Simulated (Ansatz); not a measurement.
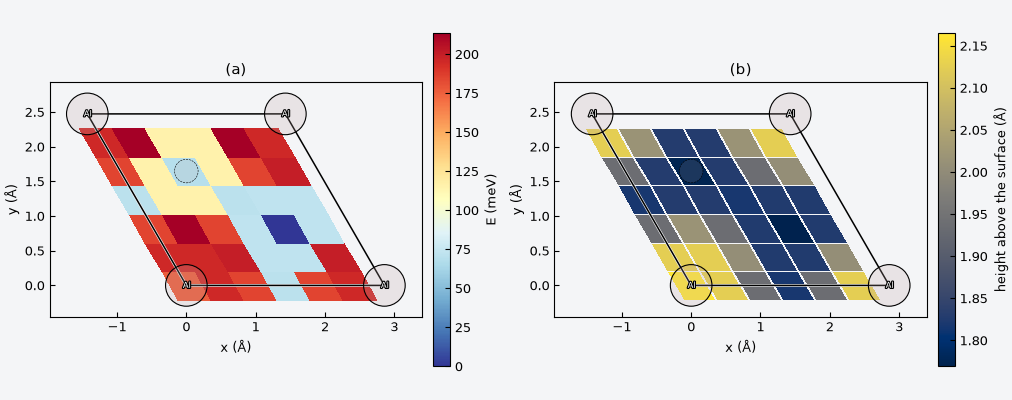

Cl on an Al(111) slab cut from the Fm-3m phase, its upper half relaxed before the scan (3 atoms of substrate and one adsorbate in a 1 × 1 cell). Cl is moved over the surface cell; relaxed at each place: the height of the adsorbate's atoms; substrate rigid; the origin of the map has the adsorbate above Al3. Places are given modulo a cell vector. The map is drawn in real space over the plane of the surface. The scan uses a 6 × 6 grid; 10 points were computed and 26 follow by symmetry. Energies: meV, counted from the lowest grid point. With one adsorbate in each 1 × 1 cell, its nearest image is 2.9 Å away, so neighbouring adsorbates interact. Method: Ansatz 0.2.0, DFT PBE, scalar-relativistic, plane waves, PAW. Settings: cutoff 420 eV, k-mesh 9×9×1, gaussian smearing 0.1 eV, no spin polarisation.

Panel (a) is the energy; panel (b) is the computed height above the surface, in Å.

In the figure: one coloured cell a grid point, labelled circles for the atoms of the top layer and small ones for the second layer, the outline of one cell of the plane.

Question: How does the height above the surface vary over the map, and what is it at the lowest grid point?

Answer: It runs from 1.77 Å at a threefold hollow over a third-layer Al atom, (4/6, 2/6) of the cell vectors to 2.17 Å at the top site over a surface Al atom, (0/6, 0/6) of the cell vectors. At the lowest grid point, a threefold hollow over a third-layer Al atom, (4/6, 2/6) of the cell vectors, it is 1.77 Å.

PAW datasets: the set soft_1.
